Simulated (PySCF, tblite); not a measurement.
# methoxyethene (C₃H₆O): isotopologues and vibrational averages

Aim: rotational constants, zero-point energies and shieldings of isotopologues of methoxyethene (C₃H₆O) (`C=COC`).

Programs: PySCF 2.14.0 with density-fitted response routines of our own, and tblite 0.8.0. All values are computed, except where a source is named. Atoms count from 0 throughout.

### Step 1. The molecule as given

10 atoms, charge 0, multiplicity 1; geometry from: force field or distance geometry start.

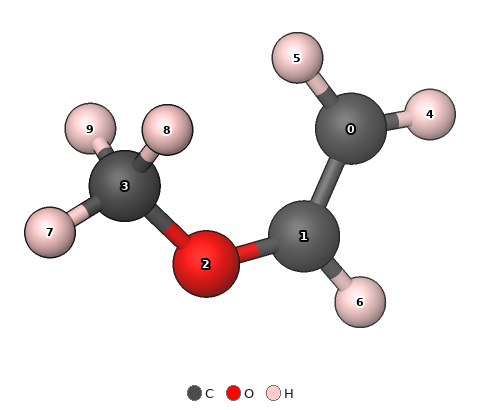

The starting geometry (carbon dark grey, oxygen red, hydrogen pink), atoms numbered.

### Step 2. GFN2-xTB relaxation, lowest of a short conformer search

The job: settings as JSON, then the geometry in Å.

```
{"job": {"xc": "GFN2-xTB", "basis": "xTB", "kind": "relax"}, "charge": 0, "multiplicity": 1}
C      1.494100     0.296300    -0.420800
C      0.662400    -0.679700    -0.869600
O     -0.614000    -0.820800    -0.480500
C     -1.391200     0.117300     0.252100
H      2.487700     0.304600    -0.700400
H      1.024800     1.096400     0.211200
H      1.174600    -1.435400    -1.480700
H     -2.431800    -0.244500     0.409200
H     -0.911700     0.329500     1.264600
H     -1.459500     1.054800    -0.268300
```

Run with:

```bash
> OMP_NUM_THREADS=1 python ens_run.py task.json out
```

One launch serves the whole session.

What it wrote:

```text
step      E/eV     max force
  0    -367.08772    3.409
  1    -367.27165    2.970
  2    -367.36529    0.911
  3    -367.42481    0.773
  4    -367.48702    0.917
  5    -367.51094    0.420
  6    -367.52421    0.289
  7    -367.53409    0.361
  8    -367.53840    0.198
  9    -367.53973    0.096
 10    -367.54050    0.089
 11    -367.54138    0.151
 12    -367.54215    0.131
 13    -367.54273    0.067
 14    -367.54320    0.061
 15    -367.54367    0.072
 16    -367.54409    0.065
 17    -367.54435    0.047
 18    -367.54451    0.043
 19    -367.54466    0.044
 20    -367.54491    0.062
 21    -367.54531    0.078
 22    -367.54578    0.072
 23    -367.54616    0.042
 24    -367.54637    0.048
 25    -367.54651    0.041
 26    -367.54663    0.030
 27    -367.54673    0.028
 28    -367.54679    0.026
 29    -367.54683    0.027
 30    -367.54688    0.023
 31    -367.54695    0.031
 32    -367.54702    0.031
 33    -367.54709    0.025
 34    -367.54718    0.031
 35    -367.54730    0.037
 36    -367.54743    0.038
 37    -367.54752    0.027
 38    -367.54757    0.025
 39    -367.54760    0.022
 40    -367.54762    0.021
 41    -367.54764    0.016
 42    -367.54765    0.008
 43    -367.54765    0.008
 44    -367.54766    0.009
 45    -367.54767    0.014
 46    -367.54768    0.017
 47    -367.54769    0.012
 48    -367.54770    0.007
 49    -367.54770    0.008
 50    -367.54770    0.011
 51    -367.54771    0.012
 52    -367.54772    0.010
 53    -367.54772    0.007
 54    -367.54773    0.007
 55    -367.54773    0.008
 56    -367.54774    0.006
 57    -367.54774    0.002
```

Wall time 0.1 s (1 thread of AMD EPYC 9R45, shared host).

Relaxing gained 0.460 eV and moved the atoms by 0.11 Å on average (rms).

### Step 3. Tight optimisation and Hessian

The job: settings as JSON, then the geometry in Å.

```
{"job": {"xc": "B3LYP", "basis": "pcSseg-1", "grid": 2, "temperatures": [298.15, 400], "kind": "geom"}, "charge": 0, "multiplicity": 1}
C      1.413891     0.348175    -0.412986
C      0.645978    -0.661558    -0.790404
O     -0.666391    -0.868421    -0.531198
C     -1.332659     0.102320     0.240679
H      2.447757     0.371465    -0.700259
H      1.061144     1.172049     0.180363
H      1.027001    -1.478930    -1.387964
H     -2.361375    -0.240415     0.336359
H     -0.883347     0.194454     1.234689
H     -1.316469     1.079479    -0.252568
```

What it wrote:

```text
step   0  E = -5254.5508540 eV  max force = 0.39472
step   1  E = -5254.5639932 eV  max force = 0.06713
step   2  E = -5254.5640667 eV  max force = 0.00683
step   3  E = -5254.5640678 eV  max force = 0.00091
step   4  E = -5254.5640678 eV  max force = 0.00091
step   5  E = -5254.5640678 eV  max force = 0.00021
harmonic wavenumbers (cm-1): 244.9 250.3 321.0 597.9 718.1 832.4 909.0 994.9 1029.2 1172.6 1217.3 1246.8 1352.5 1422.6 1476.7 1482.0 1496.9 1684.1 2998.6 3061.0 3135.2 3159.3 3177.9 3243.9
```

Run time: 3 min. Hardware: 1 thread of AMD EPYC 9R45, shared host; peak memory 0.53 GiB.

### Step 4. Displacements along the modes, parent

The job: settings as JSON, then the geometry in Å.

```
{"job": {"xc": "B3LYP", "basis": "pcSseg-1", "grid": 2, "temperatures": [298.15, 400], "kind": "vib", "mass_numbers": [12, 12, 16, 12, 1, 1, 1, 1, 1, 1]}, "charge": 0, "multiplicity": 1}
C      1.419397     0.354035    -0.410573
C      0.648464    -0.665512    -0.793686
O     -0.665445    -0.873564    -0.535176
C     -1.341202     0.103856     0.243781
H      2.462236     0.361130    -0.709672
H      1.066234     1.186779     0.188504
H      1.034555    -1.485891    -1.394872
H     -2.371678    -0.243025     0.339432
H     -0.889850     0.196784     1.240893
H     -1.327179     1.084025    -0.251919
```

What it wrote:

```text
mode    cm-1    km/mol   phi_rrr   E(+)/cm-1  E(-)/cm-1
  1    244.89     3.54     -18.1      54.11      55.48
  2    250.35     4.76      -6.6      48.36      48.93
  3    320.97     3.59     -87.9      54.94      61.26
  4    597.90     2.53       6.6     108.52     107.83
  5    718.14     0.74       0.6     130.89     130.84
  6    832.43    79.43       0.2     153.09     152.85
  7    909.02    35.56    -138.9     158.76     168.80
  8    994.91    17.99      -0.0     181.17     181.08
  9   1029.22    25.54    -125.5     181.13     190.08
 10   1172.59     1.20       0.6     211.70     211.73
 11   1217.34     4.83       7.3     219.60     219.30
 12   1246.84   149.84     -81.4     221.57     227.47
 13   1352.49    41.54     -11.7     243.41     244.11
 14   1422.60     5.11     -31.1     255.27     257.25
 15   1476.67     3.54      47.7     267.73     264.20
 16   1481.99    10.10      -3.3     266.69     266.96
 17   1496.90    17.80     -86.8     266.30     272.65
 18   1684.14   155.57    -294.5     292.99     314.20
 19   2998.59    34.81   -1193.4     499.02     584.75
 20   3061.04    38.56       8.1     554.32     553.72
 21   3135.18    14.94   -1695.9     508.24     630.02
 22   3159.30     2.74   -1075.5     532.08     609.46
 23   3177.86     6.98   -1702.6     515.30     637.56
 24   3243.89     5.93      66.9     589.09     584.37
```

Run time: 3.4 min. Hardware: 1 thread of AMD EPYC 9R45, shared host; peak memory 0.55 GiB.

### Step 5. Displacements along the modes, 2H at atom 5

Changed since step 4:

```diff
@@ -1,2 +1,2 @@
-{"job": {"xc": "B3LYP", "basis": "pcSseg-1", "grid": 2, "temperatures": [298.15, 400], "kind": "vib", "mass_numbers": [12, 12, 16, 12, 1, 1, 1, 1, 1, 1]}, "charge": 0, "multiplicity": 1}
+{"job": {"xc": "B3LYP", "basis": "pcSseg-1", "grid": 2, "temperatures": [298.15, 400], "kind": "vib", "mass_numbers": [12, 12, 16, 12, 1, 2, 1, 1, 1, 1]}, "charge": 0, "multiplicity": 1}
 C      1.419397     0.354035    -0.410573
```

What it wrote:

```text
mode    cm-1    km/mol   phi_rrr   E(+)/cm-1  E(-)/cm-1
  1    229.15     6.54      -1.3      43.63      43.56
  2    246.26     0.15     -20.3      63.00      65.14
  3    309.58     3.25      85.8      59.16      52.97
  4    541.06     2.39       5.7      98.19      97.61
  5    649.19    18.47       0.1     117.66     117.64
  6    765.40    59.17       1.0     142.22     142.00
  7    894.36    28.58     -92.7     157.75     164.43
  8    974.62     3.51       0.6     177.90     177.70
  9    980.66    15.95     164.7     182.66     170.82
 10   1157.76    77.60      16.9     209.06     207.87
 11   1172.58     1.28      -0.1     211.75     211.68
 12   1221.81    10.14     -30.4     219.31     221.28
 13   1308.43   125.34     -75.1     233.07     238.43
 14   1382.30     3.68       0.3     249.17     249.44
 15   1467.95     4.67      47.7     266.24     262.66
 16   1481.76    10.82      -3.3     266.64     266.92
 17   1495.47    15.03      98.3     272.85     265.66
 18   1658.69   152.07     275.5     308.92     289.07
 19   2361.09     6.25    1186.8     470.51     385.20
 20   2998.66    35.20    1193.6     584.77     499.02
 21   3061.04    38.62      -8.1     553.72     554.32
 22   3135.21    14.67    1696.7     630.05     508.22
 23   3174.14     8.04    1664.9     635.75     516.26
 24   3208.10     3.53   -1752.4     519.18     644.95
```

It took 3.8 min on 1 thread of AMD EPYC 9R45, shared host; peak memory 0.55 GiB.

### Step 6. Displacements along the modes, 2H at atom 6

Changed since step 5:

```diff
@@ -1,2 +1,2 @@
-{"job": {"xc": "B3LYP", "basis": "pcSseg-1", "grid": 2, "temperatures": [298.15, 400], "kind": "vib", "mass_numbers": [12, 12, 16, 12, 1, 2, 1, 1, 1, 1]}, "charge": 0, "multiplicity": 1}
+{"job": {"xc": "B3LYP", "basis": "pcSseg-1", "grid": 2, "temperatures": [298.15, 400], "kind": "vib", "mass_numbers": [12, 12, 16, 12, 1, 1, 2, 1, 1, 1]}, "charge": 0, "multiplicity": 1}
 C      1.419397     0.354035    -0.410573
```

What it wrote:

```text
mode    cm-1    km/mol   phi_rrr   E(+)/cm-1  E(-)/cm-1
  1    229.19     8.24       1.4      43.22      43.32
  2    246.40     0.06     -20.4      62.77      64.93
  3    320.52     3.62     -87.6      54.87      61.18
  4    589.75     2.58       6.7     107.06     106.35
  5    707.06     1.94      -0.3     128.15     128.18
  6    821.79    17.28      -0.0     148.99     149.00
  7    832.72    69.16      -0.3     152.66     152.90
  8    892.35    31.67     147.4     166.09     155.43
  9    939.35     9.02      54.5     171.39     167.47
 10   1115.16    29.34     110.9     204.81     197.03
 11   1172.11     0.80      -0.8     211.65     211.62
 12   1211.77    31.04      12.0     218.83     217.76
 13   1235.32   111.20      35.2     223.77     221.14
 14   1406.64    30.42      34.6     254.47     252.16
 15   1476.14     3.60     -47.0     264.13     267.61
 16   1481.98    10.01      -3.1     266.69     266.96
 17   1496.66    19.59     -87.9     266.23     272.65
 18   1661.12   172.01     286.3     309.72     289.14
 19   2352.20     9.12   -1197.3     383.24     469.24
 20   2998.65    34.02    1193.8     584.78     499.02
 21   3061.04    38.53       8.1     554.32     553.72
 22   3135.20    14.74    1697.9     630.10     508.18
 23   3161.14     0.68    1311.5     618.67     524.33
 24   3242.98     4.45     -34.7     585.44     587.85
```

Wall time 4 min (1 thread of AMD EPYC 9R45, shared host); peak memory 0.55 GiB.

### Step 7. Vibrational averages by isotopologue

The job: settings as JSON, then the geometry in Å.

```
{"job": {"xc": "B3LYP", "basis": "pcSseg-1", "grid": 2, "temperatures": [298.15, 400], "kind": "iso"}, "charge": 0, "multiplicity": 1}
C      1.419397     0.354035    -0.410573
C      0.648464    -0.665512    -0.793686
O     -0.665445    -0.873564    -0.535176
C     -1.341202     0.103856     0.243781
H      2.462236     0.361130    -0.709672
H      1.066234     1.186779     0.188504
H      1.034555    -1.485891    -1.394872
H     -2.371678    -0.243025     0.339432
H     -0.889850     0.196784     1.240893
H     -1.327179     1.084025    -0.251919
```

What it wrote:

```text
parent
  Be/MHz 18538.073 6266.089 4827.724
  B0/MHz 18508.415 6165.581 4765.228
  ZPE/cm-1 18612.6
  <sigma>(0 K)/ppm 88.838 13.447 191.343 119.465 27.093 27.025 24.428 27.028 27.495 27.491
2H at atom 5
  Be/MHz 17047.263 6175.024 4668.363
  B0/MHz 17005.365 6080.485 4610.414
  ZPE/cm-1 17937.6
  <sigma>(0 K)/ppm 89.104 13.502 191.525 119.453 27.103 27.111 24.436 27.025 27.496 27.494
2H at atom 6
  Be/MHz 17111.436 6159.322 4664.164
  B0/MHz 17082.741 6061.013 4605.031
  ZPE/cm-1 17893.6
  <sigma>(0 K)/ppm 89.073 13.798 191.584 119.499 27.097 27.035 24.528 27.026 27.494 27.491
```

Run time: 14 min. Hardware: 1 thread of AMD EPYC 9R45, shared host; peak memory 0.55 GiB. This counts the whole study up to here.

Rotational constants (MHz) at equilibrium and in the ground state:

```
isotopologue                       Be                       B0  zero-point change (cm⁻¹)
      parent  18538.1, 6266.1, 4827.7  18508.4, 6165.6, 4765.2                       0.0
2H at atom 5  17047.3, 6175.0, 4668.4  17005.4, 6080.5, 4610.4                    -675.0
2H at atom 6  17111.4, 6159.3, 4664.2  17082.7, 6061.0, 4605.0                    -719.0
```

Shieldings of the first species (ppm): at equilibrium, the vibrational parts at 0 K, and the averages:

```
atom  equilibrium  anharmonic  harmonic     0 K  298.15 K   400 K
  C0        93.92       -0.75     -4.33   88.84     88.38   88.06
  C1        17.37       -1.18     -2.74   13.45     13.12   12.85
  O2       204.46       -2.62    -10.49  191.34    192.33  192.63
  C3       124.07       -0.63     -3.98  119.46    119.19  119.00
  H4        27.59       -0.05     -0.45   27.09     27.07   27.05
  H5        27.60       -0.02     -0.56   27.03     26.98   26.95
  H6        24.93       -0.09     -0.41   24.43     24.43   24.42
  H7        27.66       -0.01     -0.61   27.03     27.03   27.03
  H8        28.17       -0.05     -0.63   27.50     27.45   27.42
  H9        28.18       -0.05     -0.63   27.49     27.45   27.42
```

Isotope effects on the shieldings at 0 K (ppb; positive means more shielded):

```
atom  2H at atom 5  2H at atom 6
  C0           266           235
  C1            55           351
  O2           182           242
  C3           -11            34
  H4            10             4
  H5            86            10
  H6             8           100
  H7            -3            -1
  H8             1            -2
  H9             3             0
```

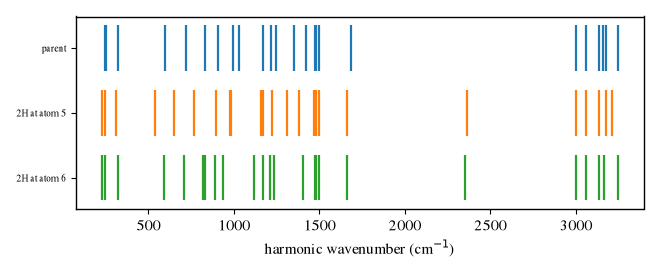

Harmonic wavenumbers of each isotopologue.

### Step 8. Summary of results

```
                  quantity                        value
               point group                           Cs
   B0 of the first species  18508.4, 6165.6, 4765.2 MHz
         zero-point energy                   18613 cm⁻¹
zero-point change of σ(O2)                   -13.11 ppm
```

Zero-point motion changes the shielding of O2 most, by -13.11 ppm. The largest secondary isotope effect is 351 ppb on C1, 1 bond from the change (2H at atom 6). The job flags a low mode; perturbation theory is less sure for low modes. Internal rotors are held in one well.
